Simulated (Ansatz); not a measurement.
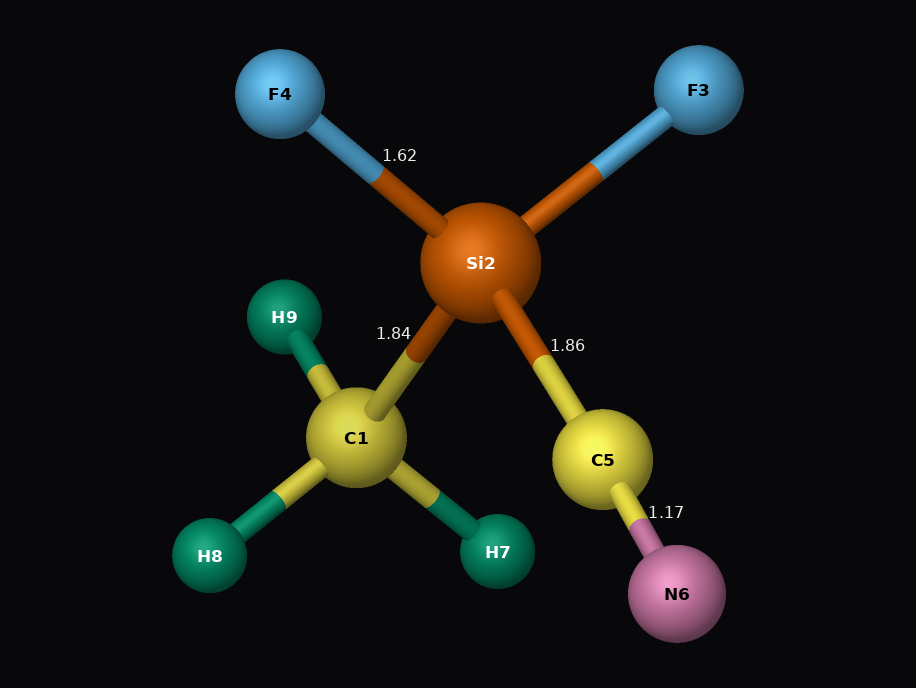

The numbers beside the sticks are distances in Å. Sticks don't show bond order. The geometry was computed by an optimisation with PBE-D4/def2-SVP. No frequency run is at hand to confirm it as a minimum.

### Which of the marked bonds are single, double, triple or aromatic?

C1–Si2 single; Si2–F4 single; Si2–C5 single; C5–N6 triple.

### Give the structure as SMILES.

C[Si](F)(F)C#N
